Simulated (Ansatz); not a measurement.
The starting structures come from a database of crystals and need not be the phases stable at ambient conditions.

 Where the default PAW files enter, the runs use the earlier of Ansatz's two default sets.

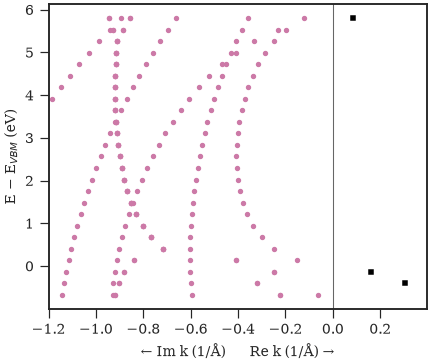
Fig. 1. Complex bands at the centre of the two-dimensional zone; PBEsol run with Ansatz (a quantum-chemistry and plane-wave program)

No gap correction and no spin-orbit coupling; mid-gap values are interpolated between computed energies.

**Question.** This is SrClF (P4/nmm, not sure to be the ambient phase, 6 atoms a cell, 19.8 Å³ an atom, -2 GPa at this level) along the normal of (001). Read off the slowest decay at the centre of the two-dimensional zone at 2.83 eV, the computed energy nearest the middle of the gap.

**Answer.** κ ≈ 0.41 1/Å, a decay length 1/(2κ) of the density of 1.2 Å.
